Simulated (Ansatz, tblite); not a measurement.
**C28H30O6S3Si2: rung by rung**

How do method and basis change the picture of C28H30O6S3Si2 (singlet)?

Program: Ansatz 0.2.0, Gaussian basis. Level of theory: as each input shows. These are calculated values, not measurements.

Levels to be run: GFN1-xTB, GFN2-xTB, PBE-D4/def2-TZVP, r2SCAN-D4/def2-TZVP, PBE-D4/def2-SVP, PBE0-D4/def2-SVP.

1 further run of the same task is left out (it didn't finish).

## 1. The relaxed structure

The singlet was relaxed beforehand with PBE-D4/def2-SVP.

SMILES `C[Si](C)(C)C#Cc1sc(-c2sc(-c3sc(C#C[Si](C)(C)C)c4c3OCCO4)c3c2OCCO3)c2c1OCCO2`, 69 atoms, charge 0, spin multiplicity 1.

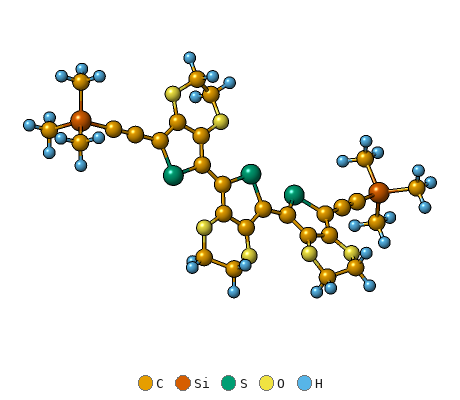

The geometry (carbon amber, silicon orange, sulfur teal, oxygen yellow, hydrogen blue).

PBE0-D4/def2-TZVP was run before; its log isn't repeated, and its numbers join the tables.

## 2. GFN1-xTB

Tight binding, by tblite at 300 K electronic temperature and without a spin-polarisation term:

```python
tblite.interface.Calculator('GFN1-xTB', numbers, positions, charge=0, uhf=0).singlepoint()
```

Energy -3219.2339 eV, HOMO -10.03 eV, LUMO -8.31 eV; 0.42 s.

## 3. GFN2-xTB

Tight binding, by tblite at 300 K electronic temperature and without a spin-polarisation term:

```python
tblite.interface.Calculator('GFN2-xTB', numbers, positions, charge=0, uhf=0).singlepoint()
```

Energy -3067.2546 eV, HOMO -9.32 eV, LUMO -7.65 eV; 0.4 s.

## 4. PBE-D4/def2-TZVP

start.molden holds the orbitals of an earlier run on this state, given as this run's starting guess.

in.yaml reads:

```yaml
crystal:
  periodic: [false, false, false]
  atoms:
    - {symbol: C, position_ang: [9.813862, -2.640350, 0.394100]}
    - {symbol: Si, position_ang: [9.443017, -0.794992, 0.593805]}
    - {symbol: C, position_ang: [10.163392, -0.158815, 2.223464]}
    - {symbol: C, position_ang: [10.160591, 0.170998, -0.866460]}
    - {symbol: C, position_ang: [7.618289, -0.544106, 0.629104]}
    - {symbol: C, position_ang: [6.389086, -0.385958, 0.663588]}
    - {symbol: C, position_ang: [5.000512, -0.205439, 0.693808]}
    - {symbol: S, position_ang: [4.043147, -0.163600, -0.789169]}
    - {symbol: C, position_ang: [2.543626, 0.086612, 0.092041]}
    - {symbol: C, position_ang: [1.270367, 0.181331, -0.556006]}
    - {symbol: S, position_ang: [-0.236071, 0.379831, 0.329660]}
    - {symbol: C, position_ang: [-1.204271, 0.325488, -1.138806]}
    - {symbol: C, position_ang: [-2.636852, 0.421717, -1.066860]}
    - {symbol: S, position_ang: [-3.511163, -0.263065, 0.292280]}
    - {symbol: C, position_ang: [-5.073012, 0.258870, -0.335801]}
    - {symbol: C, position_ang: [-6.265667, 0.018934, 0.359125]}
    - {symbol: C, position_ang: [-7.316504, -0.195653, 0.980391]}
    - {symbol: Si, position_ang: [-8.876108, -0.517844, 1.907321]}
    - {symbol: C, position_ang: [-9.918737, -1.770562, 0.946204]}
    - {symbol: C, position_ang: [-8.419898, -1.211323, 3.607382]}
    - {symbol: C, position_ang: [-9.825789, 1.107909, 2.094041]}
    - {symbol: C, position_ang: [-4.895081, 0.913294, -1.559710]}
    - {symbol: C, position_ang: [-3.529201, 1.013909, -1.964225]}
    - {symbol: O, position_ang: [-3.151610, 1.674698, -3.095362]}
    - {symbol: C, position_ang: [-4.240149, 1.834451, -4.005946]}
    - {symbol: C, position_ang: [-5.477861, 2.354013, -3.286083]}
    - {symbol: O, position_ang: [-5.921043, 1.430287, -2.286997]}
    - {symbol: C, position_ang: [-0.380778, 0.178112, -2.256856]}
    - {symbol: C, position_ang: [1.003561, 0.112488, -1.925459]}
    - {symbol: O, position_ang: [1.984970, -0.039757, -2.862072]}
    - {symbol: C, position_ang: [1.472550, -0.498867, -4.117058]}
    - {symbol: C, position_ang: [0.208287, 0.262704, -4.495722]}
    - {symbol: O, position_ang: [-0.829156, 0.048229, -3.536932]}
    - {symbol: C, position_ang: [2.800957, 0.137837, 1.465412]}
    - {symbol: C, position_ang: [4.171794, -0.026358, 1.807409]}
    - {symbol: O, position_ang: [4.616704, -0.010646, 3.092362]}
    - {symbol: C, position_ang: [3.640737, 0.511148, 3.999592]}
    - {symbol: C, position_ang: [2.256215, -0.056027, 3.709738]}
    - {symbol: O, position_ang: [1.820689, 0.318309, 2.399172]}
    - {symbol: H, position_ang: [10.909060, -2.821003, 0.372295]}
    - {symbol: H, position_ang: [9.380963, -3.031497, -0.548997]}
    - {symbol: H, position_ang: [9.383713, -3.223591, 1.233276]}
    - {symbol: H, position_ang: [9.948988, 0.920845, 2.356594]}
    - {symbol: H, position_ang: [9.727971, -0.702177, 3.086312]}
    - {symbol: H, position_ang: [11.264146, -0.299432, 2.245964]}
    - {symbol: H, position_ang: [9.949342, 1.255063, -0.767869]}
    - {symbol: H, position_ang: [11.261021, 0.035695, -0.921589]}
    - {symbol: H, position_ang: [9.722999, -0.176374, -1.824415]}
    - {symbol: H, position_ang: [-9.371157, -2.726114, 0.817983]}
    - {symbol: H, position_ang: [-10.867470, -1.983746, 1.481553]}
    - {symbol: H, position_ang: [-10.170889, -1.384191, -0.062126]}
    - {symbol: H, position_ang: [-7.846065, -2.155087, 3.509779]}
    - {symbol: H, position_ang: [-9.334016, -1.422841, 4.200288]}
    - {symbol: H, position_ang: [-7.798372, -0.490639, 4.176221]}
    - {symbol: H, position_ang: [-10.775618, 0.945742, 2.645041]}
    - {symbol: H, position_ang: [-10.071883, 1.538104, 1.102047]}
    - {symbol: H, position_ang: [-9.225797, 1.855913, 2.650571]}
    - {symbol: H, position_ang: [-4.467024, 0.860893, -4.499284]}
    - {symbol: H, position_ang: [-3.906012, 2.554704, -4.778066]}
    - {symbol: H, position_ang: [-6.321342, 2.484127, -3.992003]}
    - {symbol: H, position_ang: [-5.252662, 3.338008, -2.813935]}
    - {symbol: H, position_ang: [2.272714, -0.335578, -4.864867]}
    - {symbol: H, position_ang: [1.254124, -1.589832, -4.057085]}
    - {symbol: H, position_ang: [0.431498, 1.351882, -4.573892]}
    - {symbol: H, position_ang: [-0.182544, -0.090548, -5.469956]}
    - {symbol: H, position_ang: [3.614173, 1.622855, 3.925468]}
    - {symbol: H, position_ang: [3.973956, 0.231510, 5.018051]}
    - {symbol: H, position_ang: [2.274261, -1.166843, 3.797727]}
    - {symbol: H, position_ang: [1.508531, 0.346334, 4.420408]}
basis:
  gaussian: {orbitals: def2-TZVP, fitting: {mean_field: def2-universal-jkfit}, initial_orbitals: start.molden}
hamiltonian: {xc: pbe, dispersion: d4}
scf: {omitted_lower_state_checks: [starts]}
output: {forces: true, orbitals: {seedname: orbitals}}
```

Started as:

```sh
$ ansatz run in.yaml --threads 4 --pin off --events-out ev --progress --plain --max-ram 66560MiB --backend cuda --devices 0, --max-vram 37GiB
```

Log:

```text
Functional definition: PBE
  name "PBE"
  cite "Perdew, Burke & Ernzerhof, Phys. Rev. Lett. 77, 3865 (1996) doi:10.1103/PhysRevLett.77.3865"
  parent pbe
  parameter kappa = 0.804
  parameter beta = 0.06672455060314922
  exchange = pbe_x(kappa = kappa, mu = beta*pi^2/3)
  correlation = pbe_c(beta = beta)
these checks for a lower state are left out or cut short: starts
3742 factors; integrals over basis functions are off by at most 8.7e-1 eV
mean field evaluation 1: about -90010.2021 eV, gradient 2.9e1 eV
mean field evaluation 2: about -90011.0371 eV, gradient 9.2e-1 eV
mean field evaluation 4: about -90011.0456 eV, gradient 3.7e-1 eV
mean field evaluation 8: about -90011.0458 eV, gradient 2.6e-5 eV
mean field -90011.04578507 eV, -3307.8449209233 hartree, gradient 2.6e-5 eV, S^2 0.000000; 0 other end points of the search recorded, 0 dependent functions left out
the calculation of the forces begins
reference -90011.04593503 eV, -3307.8449264341 hartree; 161, 161 occupied and 1258, 1258 virtual orbitals, 3742 factors
Total energy: -90013.80312886 eV, -3307.9462514386 hartree
Atom 0 at     9.813862    -2.640350     0.394100 Å, force     0.011873    -0.130917    -0.019902 eV/Å
Atom 1 at     9.443017    -0.794992     0.593805 Å, force    -0.039533     0.010017     0.009246 eV/Å
Atom 2 at    10.163392    -0.158815     2.223464 Å, force     0.031199     0.047460     0.115301 eV/Å
Atom 3 at    10.160591     0.170998    -0.866460 Å, force     0.035486     0.069678    -0.109784 eV/Å
Atom 4 at     7.618289    -0.544106     0.629104 Å, force    -0.646170     0.074124     0.011402 eV/Å
Atom 5 at     6.389086    -0.385958     0.663588 Å, force     0.545788    -0.061450    -0.014597 eV/Å
Atom 6 at     5.000512    -0.205439     0.693808 Å, force    -0.035122     0.005461     0.085602 eV/Å
Atom 7 at     4.043147    -0.163600    -0.789169 Å, force    -0.050860     0.034862     0.473756 eV/Å
Atom 8 at     2.543626     0.086612     0.092041 Å, force     0.021829     0.007576     0.120454 eV/Å
Atom 9 at     1.270367     0.181331    -0.556006 Å, force    -0.015819     0.012793    -0.128194 eV/Å
Atom 10 at    -0.236071     0.379831     0.329660 Å, force     0.063559    -0.059527    -0.481784 eV/Å
Atom 11 at    -1.204271     0.325488    -1.138806 Å, force     0.111767     0.004069    -0.067895 eV/Å
Atom 12 at    -2.636852     0.421717    -1.066860 Å, force    -0.121927     0.038997    -0.053710 eV/Å
Atom 13 at    -3.511163    -0.263065     0.292280 Å, force    -0.155040     0.230014    -0.374083 eV/Å
Atom 14 at    -5.073012     0.258870    -0.335801 Å, force     0.004969     0.033485    -0.091654 eV/Å
Atom 15 at    -6.265667     0.018934     0.359125 Å, force    -0.480034    -0.086106     0.274061 eV/Å
Atom 16 at    -7.316504    -0.195653     0.980391 Å, force     0.566174     0.105374    -0.321318 eV/Å
Atom 17 at    -8.876108    -0.517844     1.907321 Å, force     0.038449     0.007206    -0.013747 eV/Å
Atom 18 at    -9.918737    -1.770562     0.946204 Å, force    -0.062063    -0.084491    -0.079573 eV/Å
Atom 19 at    -8.419898    -1.211323     3.607382 Å, force     0.047203    -0.050407     0.111585 eV/Å
Atom 20 at    -9.825789     1.107909     2.094041 Å, force    -0.057656     0.120623    -0.001931 eV/Å
Atom 21 at    -4.895081     0.913294    -1.559710 Å, force     0.356926    -0.134967     0.297929 eV/Å
Atom 22 at    -3.529201     1.013909    -1.964225 Å, force    -0.154176    -0.286167     0.392273 eV/Å
Atom 23 at    -3.151610     1.674698    -3.095362 Å, force     0.189169     0.052745     0.032281 eV/Å
Atom 24 at    -4.240149     1.834451    -4.005946 Å, force    -0.261308    -0.027833    -0.373541 eV/Å
Atom 25 at    -5.477861     2.354013    -3.286083 Å, force     0.045783     0.390783    -0.242070 eV/Å
Atom 26 at    -5.921043     1.430287    -2.286997 Å, force    -0.175180    -0.090950     0.097014 eV/Å
Atom 27 at    -0.380778     0.178112    -2.256856 Å, force     0.201742     0.087849     0.467741 eV/Å
Atom 28 at     1.003561     0.112488    -1.925459 Å, force    -0.355712    -0.016247     0.327117 eV/Å
Atom 29 at     1.984970    -0.039757    -2.862072 Å, force     0.156176     0.041492     0.080131 eV/Å
Atom 30 at     1.472550    -0.498867    -4.117058 Å, force    -0.066952    -0.257139    -0.366309 eV/Å
Atom 31 at     0.208287     0.262704    -4.495722 Å, force     0.238229     0.172141    -0.347223 eV/Å
Atom 32 at    -0.829156     0.048229    -3.536932 Å, force    -0.189549    -0.061839     0.020872 eV/Å
Atom 33 at     2.800957     0.137837     1.465412 Å, force     0.360629    -0.110948    -0.318745 eV/Å
Atom 34 at     4.171794    -0.026358     1.807409 Å, force    -0.172377     0.029861    -0.466791 eV/Å
Atom 35 at     4.616704    -0.010646     3.092362 Å, force     0.213097    -0.076313    -0.028049 eV/Å
Atom 36 at     3.640737     0.511148     3.999592 Å, force    -0.211145     0.275515     0.324711 eV/Å
Atom 37 at     2.256215    -0.056027     3.709738 Å, force     0.034625    -0.222077     0.408094 eV/Å
Atom 38 at     1.820689     0.318309     2.399172 Å, force    -0.149071     0.064829    -0.091213 eV/Å
Atom 39 at    10.909060    -2.821003     0.372295 Å, force    -0.287048     0.046376     0.005895 eV/Å
Atom 40 at     9.380963    -3.031497    -0.548997 Å, force     0.117043     0.103065     0.251177 eV/Å
Atom 41 at     9.383713    -3.223591     1.233276 Å, force     0.116075     0.153934    -0.220965 eV/Å
Atom 42 at     9.948988     0.920845     2.356594 Å, force     0.059971    -0.287335    -0.033955 eV/Å
Atom 43 at     9.727971    -0.702177     3.086312 Å, force     0.117335     0.144080    -0.224495 eV/Å
Atom 44 at    11.264146    -0.299432     2.245964 Å, force    -0.286132     0.037585    -0.004208 eV/Å
Atom 45 at     9.949342     1.255063    -0.767869 Å, force     0.058117    -0.291279    -0.027007 eV/Å
Atom 46 at    11.261021     0.035695    -0.921589 Å, force    -0.287972     0.037145     0.013444 eV/Å
Atom 47 at     9.722999    -0.176374    -1.824415 Å, force     0.118292     0.094644     0.253002 eV/Å
Atom 48 at    -9.371157    -2.726114     0.817983 Å, force    -0.147620     0.252371     0.034216 eV/Å
Atom 49 at   -10.867470    -1.983746     1.481553 Å, force     0.244412     0.053681    -0.140060 eV/Å
Atom 50 at   -10.170889    -1.384191    -0.062126 Å, force     0.064598    -0.104522     0.265763 eV/Å
Atom 51 at    -7.846065    -2.155087     3.509779 Å, force    -0.153127     0.250093     0.028430 eV/Å
Atom 52 at    -9.334016    -1.422841     4.200288 Å, force     0.237677     0.054560    -0.152393 eV/Å
Atom 53 at    -7.798372    -0.490639     4.176221 Å, force    -0.164477    -0.190977    -0.148643 eV/Å
Atom 54 at   -10.775618     0.945742     2.645041 Å, force     0.244987     0.043896    -0.142275 eV/Å
Atom 55 at   -10.071883     1.538104     1.102047 Å, force     0.063121    -0.112058     0.263531 eV/Å
Atom 56 at    -9.225797     1.855913     2.650571 Å, force    -0.159901    -0.197675    -0.145677 eV/Å
Atom 57 at    -4.467024     0.860893    -4.499284 Å, force     0.074899     0.237109     0.148310 eV/Å
Atom 58 at    -3.906012     2.554704    -4.778066 Å, force    -0.070618    -0.171650     0.230311 eV/Å
Atom 59 at    -6.321342     2.484127    -3.992003 Å, force     0.215193    -0.071377     0.192703 eV/Å
Atom 60 at    -5.252662     3.338008    -2.813935 Å, force    -0.061579    -0.268890    -0.094100 eV/Å
Atom 61 at     2.272714    -0.335578    -4.864867 Å, force    -0.204100    -0.012902     0.215673 eV/Å
Atom 62 at     1.254124    -1.589832    -4.057085 Å, force     0.060503     0.286059     0.014626 eV/Å
Atom 63 at     0.431498     1.351882    -4.573892 Å, force    -0.072560    -0.275308     0.046479 eV/Å
Atom 64 at    -0.182544    -0.090548    -5.469956 Å, force     0.085786     0.067731     0.274801 eV/Å
Atom 65 at     3.614173     1.622855     3.925468 Å, force     0.027337    -0.292868    -0.007144 eV/Å
Atom 66 at     3.973956     0.231510     5.018051 Å, force    -0.073469     0.042289    -0.287065 eV/Å
Atom 67 at     2.274261    -1.166843     3.797727 Å, force    -0.008824     0.290967    -0.055542 eV/Å
Atom 68 at     1.508531     0.346334     4.420408 Å, force     0.197102    -0.078321    -0.212291 eV/Å
Dipole moment:    -0.161035     0.273913    -0.533550 e Å
Checks for a lower state left out: starts
```

Run time: 16 s. Hardware: 1 × H100 (card shared with other runs) with 4 threads of AMD EPYC 7R13, shared host; peak host memory 1.5 GiB.

Report: HOMO -4.20 eV, LUMO -2.41 eV.

## 5. r2SCAN-D4/def2-TZVP

Edit in.yaml of step 4 so:

```diff
@@ -74,4 +74,4 @@
   gaussian: {orbitals: def2-TZVP, fitting: {mean_field: def2-universal-jkfit}, initial_orbitals: start.molden}
-hamiltonian: {xc: pbe, dispersion: d4}
+hamiltonian: {xc: r2scan, dispersion: d4}
 scf: {omitted_lower_state_checks: [starts]}
-output: {forces: true, orbitals: {seedname: orbitals}}
+output: {orbitals: {seedname: orbitals}}
```

Same command.

Log:

```text
Functional definition: r2SCAN
  name "r2SCAN"
  cite "Furness, Kaplan, Ning, Perdew & Sun, J. Phys. Chem. Lett. 11, 8208 (2020) doi:10.1021/acs.jpclett.0c02405"
  cite "Furness, Kaplan, Ning, Perdew & Sun, J. Phys. Chem. Lett. 11, 9248 (2020) doi:10.1021/acs.jpclett.0c03077"
  parent r2scan
  parameter k0 = 0.174
  parameter k1 = 0.065
  parameter a1 = 4.9479
  exchange = r2scan_x(k0 = k0, k1 = k1, a1 = a1)
  correlation = r2scan_c
these checks for a lower state are left out or cut short: starts
3742 factors; integrals over basis functions are off by at most 8.7e-1 eV
mean field evaluation 1: about -90056.9937 eV, gradient 1.6e1 eV
mean field evaluation 2: about -90057.3093 eV, gradient 4.0e-1 eV
mean field evaluation 4: about -90057.3533 eV, gradient 3.3e-3 eV
mean field -90057.35326101 eV, -3309.5466892757 hartree, gradient 2.4e-5 eV, S^2 0.000000; 0 other end points of the search recorded, 0 dependent functions left out
reference -90057.35330377 eV, -3309.5466908470 hartree; 161, 161 occupied and 1258, 1258 virtual orbitals, 3742 factors
Total energy: -90058.17642794 eV, -3309.5769401024 hartree
Checks for a lower state left out: starts
```

Run time: 19 s. Hardware: 1 × H100 (card shared with other runs) with 4 threads of AMD EPYC 7R13, shared host; peak host memory 1.5 GiB.

Report: HOMO -4.33 eV, LUMO -2.39 eV.

## 6. PBE-D4/def2-SVP

Edit in.yaml of step 5 so:

```diff
@@ -73,4 +73,4 @@
 basis:
-  gaussian: {orbitals: def2-TZVP, fitting: {mean_field: def2-universal-jkfit}, initial_orbitals: start.molden}
-hamiltonian: {xc: r2scan, dispersion: d4}
+  gaussian: {orbitals: def2-SVP, fitting: {mean_field: def2-universal-jkfit}, initial_orbitals: start.molden}
+hamiltonian: {xc: pbe, dispersion: d4}
 scf: {omitted_lower_state_checks: [starts]}
```

Launched as before.

Log:

```text
Functional definition: PBE
  name "PBE"
  cite "Perdew, Burke & Ernzerhof, Phys. Rev. Lett. 77, 3865 (1996) doi:10.1103/PhysRevLett.77.3865"
  parent pbe
  parameter kappa = 0.804
  parameter beta = 0.06672455060314922
  exchange = pbe_x(kappa = kappa, mu = beta*pi^2/3)
  correlation = pbe_c(beta = beta)
these checks for a lower state are left out or cut short: starts
3742 factors; integrals over basis functions are off by at most 2.5e-1 eV
mean field evaluation 1: about -89947.0129 eV, gradient 2.2e1 eV
mean field evaluation 2: about -89948.3312 eV, gradient 9.9e-1 eV
mean field evaluation 4: about -89948.3332 eV, gradient 1.5e-1 eV
mean field evaluation 8: about -89948.3333 eV, gradient 1.7e-5 eV
mean field -89948.33331823 eV, -3305.5402802748 hartree, gradient 1.7e-5 eV, S^2 0.000000; 0 other end points of the search recorded, 0 dependent functions left out
reference -89948.33344237 eV, -3305.5402848369 hartree; 161, 161 occupied and 555, 555 virtual orbitals, 3742 factors
Total energy: -89951.09063620 eV, -3305.6416098414 hartree
Checks for a lower state left out: starts
```

Wall time 8.5 s (1 × H100 (card shared with other runs) with 4 threads of AMD EPYC 7R13, shared host); peak host memory 1.1 GiB.

HOMO -4.11 eV, LUMO -2.29 eV.

## 7. PBE0-D4/def2-SVP

Edit in.yaml of step 6 so:

```diff
@@ -74,3 +74,3 @@
   gaussian: {orbitals: def2-SVP, fitting: {mean_field: def2-universal-jkfit}, initial_orbitals: start.molden}
-hamiltonian: {xc: pbe, dispersion: d4}
+hamiltonian: {xc: pbe0, dispersion: d4}
 scf: {omitted_lower_state_checks: [starts]}
```

The command is unchanged.

Log:

```text
Functional definition: PBE0
  name "PBE0"
  cite "Adamo & Barone, J. Chem. Phys. 110, 6158 (1999) doi:10.1063/1.478522"
  cite "Perdew, Burke & Ernzerhof, Phys. Rev. Lett. 77, 3865 (1996) doi:10.1103/PhysRevLett.77.3865"
  parent pbe
  parameter a = 0.25
  parameter kappa = 0.804
  parameter beta = 0.06672455060314922
  exchange = (1 - a)*pbe_x(kappa = kappa, mu = beta*pi^2/3) + a*exact_x
  correlation = pbe_c(beta = beta)
these checks for a lower state are left out or cut short: starts
3742 factors; integrals over basis functions are off by at most 2.5e-1 eV
mean field evaluation 1: about -89954.1612 eV, gradient 1.8e1 eV
mean field evaluation 2: about -89955.0257 eV, gradient 6.5e-1 eV
mean field evaluation 4: about -89955.0240 eV, gradient 1.9e-3 eV
mean field -89955.02401691 eV, -3305.7861589161 hartree, gradient 1.8e-5 eV, S^2 0.000000; 0 other end points of the search recorded, 0 dependent functions left out
reference -89955.02411594 eV, -3305.7861625555 hartree; 161, 161 occupied and 555, 555 virtual orbitals, 3742 factors
Total energy: -89957.42108087 eV, -3305.8742493918 hartree
Checks for a lower state left out: starts
```

Wall time 9.5 s (1 × H100 (card shared with other runs) with 4 threads of AMD EPYC 7R13, shared host); peak host memory 1.1 GiB.

HOMO -4.99 eV, LUMO -1.84 eV.

## 8. Comparison

```csv
level,functions,HOMO (eV),LUMO (eV),gap (eV),time
PBE-D4/def2-SVP,716,-4.11,-2.29,1.82,8.5 s
PBE-D4/def2-TZVP,1419,-4.20,-2.41,1.80,16 s
r2SCAN-D4/def2-TZVP,1419,-4.33,-2.39,1.93,19 s
PBE0-D4/def2-SVP,716,-4.99,-1.84,3.15,9.5 s
PBE0-D4/def2-TZVP,1419,-5.00,-1.89,3.11,21 s
```

## 9. Binding energy

Free atoms were run apart at each level; binding is atoms less cluster, divided by the number of atoms, without zero-point or spin-orbit terms.

```csv
level,binding an atom (eV)
PBE-D4/def2-SVP,4.933
PBE-D4/def2-TZVP,4.871
r2SCAN-D4/def2-TZVP,4.721
PBE0-D4/def2-SVP,4.811
PBE0-D4/def2-TZVP,4.752
```

## 10. What came out

```
                                                 quantity                                 value
gap in def2-TZVP, named functionals, smallest and largest   1.80 eV (PBE-D4), 3.11 eV (PBE0-D4)
                binding an atom, functionals in def2-TZVP  4.72 (r2SCAN-D4) to 4.87 eV (PBE-D4)
          PBE0 total energy, smallest basis above largest        62.24 eV (def2-SVP, def2-TZVP)
```

**Reading.** Over the named functionals in def2-TZVP the gap runs from 1.80 eV (PBE-D4) to 3.11 eV (PBE0-D4); exact exchange widens it.

The slowest run with a step of its own, r2SCAN-D4/def2-TZVP, took 19 s; the quickest functional in def2-TZVP took 16 s (shared host).
